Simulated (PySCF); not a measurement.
**Two runs on C7H12**

System: C7H12.
Method of run 1: GIAO PBE0/pcSseg-1 NMR shielding, non-relativistic, IEF-PCM benzene (PySCF 2.14.0).

The geometry comes from this level: PBE0-D3(BJ)/def2-SVP. Text and figures count atoms from 1; the logs count them from 0 in places.

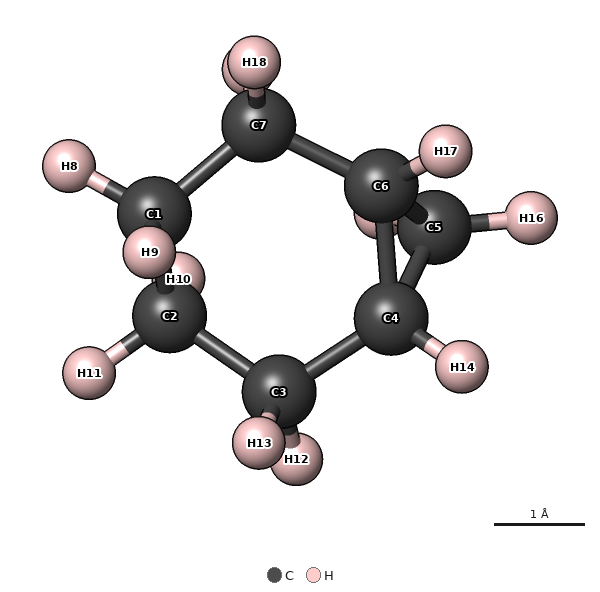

**Figure 1.** The structure as given in the input (ball-and-stick view, seen at a tilt; atoms are numbered from 1 in the order of the input). Bond lengths as drawn: C–C 1.50 to 1.53 Å and C–H 1.09 to 1.11 Å.

### The input, run 1
```
{"job": {"kind": "nmr", "xc": "PBE0", "basis": "pcSseg-1", "solvent": "benzene", "pop": true}, "charge": 0, "multiplicity": 1}
C     -1.432225    -0.277095     0.851426
C     -1.341731    -0.502230    -0.652289
C      0.002165    -1.124299    -1.023085
C      1.185285    -0.401431    -0.417082
C      1.364139     1.077130    -0.575458
C      0.987738     0.515448     0.767946
C     -0.410039     0.753538     1.324914
H     -2.446433     0.042664     1.139531
H     -1.251466    -1.239461     1.363093
H     -1.481204     0.459054    -1.179094
H     -2.157013    -1.157216    -0.997976
H      0.114693    -1.179716    -2.119372
H      0.012098    -2.166889    -0.659493
H      2.110126    -0.987659    -0.414087
H      0.591307     1.634792    -1.114651
H      2.375076     1.466898    -0.720467
H      1.787632     0.503149     1.514477
H     -0.370113     0.757425     2.425129
H     -0.754684     1.761238     1.033869
```

The first line tells a small driver script what to run in PySCF; the rest is the geometry in Å.

Hardware: 1 CPU thread, shared host.

### Output (run 1)
```
coarse grid: 15048 points
cycle   1  E = -273.4891918626  dE =  8.772e-01  |g| = 3.946e-01  |ddm| = 3.766e+00
cycle   2  E = -273.4750049157  dE =  1.419e-02  |g| = 4.783e-01  |ddm| = 8.284e-01
cycle   3  E = -273.5343680861  dE = -5.936e-02  |g| = 4.052e-02  |ddm| = 4.968e-01
cycle   4  E = -273.5346694480  dE = -3.014e-04  |g| = 1.356e-02  |ddm| = 5.733e-02
cycle   5  E = -273.5347033423  dE = -3.389e-05  |g| = 6.036e-03  |ddm| = 1.624e-02
cycle   6  E = -273.5347118938  dE = -8.552e-06  |g| = 5.021e-04  |ddm| = 5.220e-03
final grid: 142920 points
cycle   7  E = -273.5789445349  dE = -5.454e-05  |g| = 9.058e-03  |ddm| = 3.999e-02
cycle   8  E = -273.5789326325  dE =  1.190e-05  |g| = 1.150e-02  |ddm| = 1.938e-02
cycle   9  E = -273.5789663195  dE = -3.369e-05  |g| = 5.791e-04  |ddm| = 1.119e-02
cycle  10  E = -273.5789663862  dE = -6.666e-08  |g| = 1.804e-04  |ddm| = 8.098e-04
cycle  11  E = -273.5789663928  dE = -6.614e-09  |g| = 6.585e-05  |ddm| = 1.897e-04
cycle  12  E = -273.5789663938  dE = -1.032e-09  |g| = 6.607e-06  |ddm| = 7.041e-05
cycle  13  E = -273.5789663939  dE = -9.436e-12  |g| = 2.138e-06  |ddm| = 8.794e-06
converged SCF energy = -273.5789663939

GIAO shielding tensors (ppm)
atom      isotropic    diamagn.    paramagn.     s11        s22        s33       span
  0 C      159.475     245.575     -86.101    154.398    158.907    165.118     10.721
  1 C      162.772     246.735     -83.963    157.225    160.784    170.308     13.083
  2 C      158.857     243.273     -84.416    154.340    159.486    162.744      8.403
  3 C      172.422     249.215     -76.793    145.863    162.001    209.402     63.539
  4 C      171.996     252.862     -80.867    142.622    171.780    201.585     58.963
  5 C      174.533     249.714     -75.181    144.664    164.295    214.640     69.976
  6 C      157.569     243.924     -86.355    146.158    159.154    167.395     21.237
  7 H       30.053      28.864       1.189     25.145     27.559     37.457     12.312
  8 H       30.303      29.954       0.348     26.288     28.073     36.547     10.259
  9 H       30.469      30.343       0.126     26.826     28.601     35.980      9.154
 10 H       30.011      29.040       0.971     24.805     27.527     37.702     12.897
 11 H       29.467      28.684       0.783     24.649     27.253     36.500     11.852
 12 H       29.640      29.645      -0.006     25.005     27.433     36.481     11.476
 13 H       30.549      30.932      -0.383     23.172     27.482     40.993     17.821
 14 H       31.333      31.156       0.177     25.053     31.211     37.734     12.681
 15 H       30.673      30.478       0.195     24.841     26.123     41.054     16.213
 16 H       30.537      31.104      -0.568     22.959     27.637     41.015     18.056
 17 H       29.344      29.110       0.234     24.360     27.537     36.135     11.775
 18 H       29.992      29.275       0.717     24.627     28.977     36.371     11.744
```

For run 2 the input was changed thus:
```diff
-"solvent": "benzene"
-"pop": true
+"solvent": "water"
+"pop": false
```

What does this change do to the results?

The total energy of run 2 is 0.6 kcal/mol lower: the change of the electrostatic solvation energy at this fixed geometry, without cavity or dispersion terms. The LUMO goes from 1.42 to 1.47 eV. The dipole moment goes from 0.22 to 0.25 D. Of all shieldings, the largest change is that of C5, by +0.8 ppm. The SCF takes 12 iterations against 13.

### Output (run 2)
```
coarse grid: 15048 points
cycle   1  E = -273.4913117630  dE =  8.753e-01  |g| = 3.897e-01  |ddm| = 3.766e+00
cycle   2  E = -273.4798454073  dE =  1.147e-02  |g| = 4.619e-01  |ddm| = 8.020e-01
cycle   3  E = -273.5353947446  dE = -5.555e-02  |g| = 3.747e-02  |ddm| = 4.714e-01
cycle   4  E = -273.5356527449  dE = -2.580e-04  |g| = 1.242e-02  |ddm| = 5.092e-02
cycle   5  E = -273.5356809312  dE = -2.819e-05  |g| = 5.586e-03  |ddm| = 1.438e-02
cycle   6  E = -273.5356882388  dE = -7.308e-06  |g| = 3.743e-04  |ddm| = 4.422e-03
final grid: 142920 points
cycle   7  E = -273.5799081316  dE = -5.500e-05  |g| = 8.974e-03  |ddm| = 3.998e-02
cycle   8  E = -273.5798976244  dE =  1.051e-05  |g| = 1.119e-02  |ddm| = 1.905e-02
cycle   9  E = -273.5799296499  dE = -3.203e-05  |g| = 5.135e-04  |ddm| = 1.070e-02
cycle  10  E = -273.5799297014  dE = -5.146e-08  |g| = 1.689e-04  |ddm| = 6.999e-04
cycle  11  E = -273.5799297072  dE = -5.808e-09  |g| = 6.228e-05  |ddm| = 1.737e-04
cycle  12  E = -273.5799297081  dE = -9.245e-10  |g| = 4.997e-06  |ddm| = 6.177e-05
converged SCF energy = -273.5799297081

GIAO shielding tensors (ppm)
atom      isotropic    diamagn.    paramagn.     s11        s22        s33       span
  0 C      159.743     245.677     -85.934    154.631    159.186    165.411     10.780
  1 C      163.167     246.849     -83.682    157.662    161.091    170.748     13.087
  2 C      159.082     243.412     -84.331    154.564    159.748    162.934      8.370
  3 C      172.819     249.324     -76.506    146.224    162.326    209.906     63.682
  4 C      172.758     253.154     -80.396    143.560    172.318    202.396     58.836
  5 C      174.923     249.850     -74.926    144.979    164.617    215.173     70.194
  6 C      158.001     244.111     -86.109    146.688    159.439    167.877     21.189
  7 H       30.023      28.841       1.182     25.101     27.515     37.455     12.354
  8 H       30.304      29.979       0.325     26.274     28.070     36.568     10.294
  9 H       30.420      30.310       0.110     26.765     28.545     35.950      9.185
 10 H       29.995      29.018       0.977     24.763     27.498     37.724     12.960
 11 H       29.471      28.720       0.751     24.632     27.260     36.522     11.891
 12 H       29.608      29.641      -0.033     24.965     27.386     36.474     11.509
 13 H       30.500      30.908      -0.408     23.113     27.385     41.003     17.889
 14 H       31.277      31.130       0.147     24.973     31.085     37.772     12.800
 15 H       30.666      30.441       0.225     24.816     26.050     41.131     16.316
 16 H       30.492      31.087      -0.595     22.909     27.541     41.028     18.119
 17 H       29.323      29.108       0.215     24.319     27.501     36.148     11.829
 18 H       29.977      29.296       0.681     24.598     28.957     36.376     11.779
```

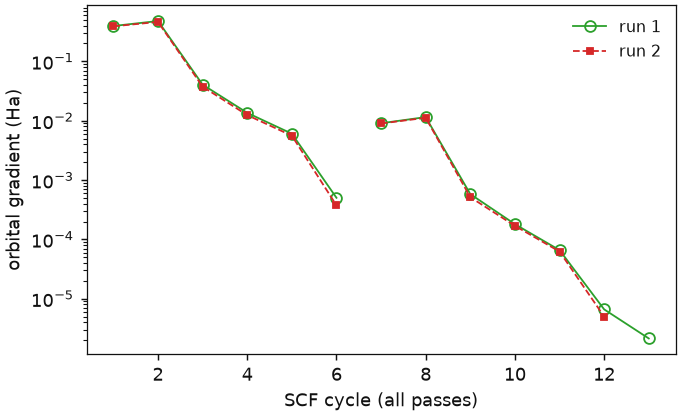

**Figure 2.** Convergence of the two runs: orbital gradient against the SCF cycle. A break in a curve parts two SCF passes (coarse and final grid). Run 1 takes 13 cycles in all, and run 2 takes 12.

### The two runs side by side

```tsv
quantity	run 1	run 2
outcome	converged	converged
total energy (hartree)	−273.578966	−273.579930
HOMO (eV)	−7.49	−7.48
LUMO (eV)	1.42	1.47
dipole moment (D)	0.22	0.25
shielding of C1 (ppm)	159.5	159.7
shielding of C2 (ppm)	162.8	163.2
shielding of C3 (ppm)	158.9	159.1
shielding of C4 (ppm)	172.4	172.8
shielding of C5 (ppm)	172.0	172.8
shielding of C6 (ppm)	174.5	174.9
shielding of C7 (ppm)	157.6	158.0
SCF iterations	13	12
basis functions	179	179
wall time (shared host)	25 s	22 s
```
